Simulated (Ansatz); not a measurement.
LaSF (space group P4/nmm)

```
CELL_PARAMETERS angstrom
      4.05473     0.00000     0.00000
      0.00000     4.05473     0.00000
      0.00000     0.00000     6.97079
ATOMIC_POSITIONS crystal
  La 0.00000 0.50000 0.77004
  La 0.50000 0.00000 0.22996
  S  0.50000 0.00000 0.65165
  S  0.00000 0.50000 0.34835
  F  0.50000 0.50000 0.00000
  F  0.00000 0.00000 0.00000
```

This relaxed cell (volume V₀) is scaled evenly in all directions, its shape held. The atoms relax within the cell's symmetry.

These are r2SCAN (plane waves to 500 eV, PAW, scalar-relativistic; Ansatz, a first-principles code) values and carry that method's errors. k mesh 8×8×5 (Γ-centred), Fermi-Dirac smearing 0.05 eV. Energies are smeared free energies. With the shape held, the modulus is that of even scaling; a crystal free to change shape is softer. LaSF is run without spin polarisation. LaSF was relaxed with its symmetry unable to fall. ΔE is measured from the relaxed starting cell.

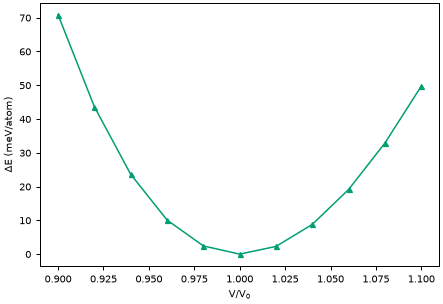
Figure. ΔE (meV/atom) against V/V₀; markers are the computed points, lines only join them.

**Question.** What is ΔE at V/V₀ = 0.900?

**Answer.** About 71 meV/atom.

**Question.** What is ΔE at V/V₀ = 1.100?

**Answer.** About 50 meV/atom.

**Question.** What bulk modulus at fixed cell shape B₀ follows from a third-order Birch-Murnaghan fit?

**Answer.** About 99 GPa.

(A scan under strain: stresses follow from slopes of the energy per volume, elastic moduli from its curvatures.)
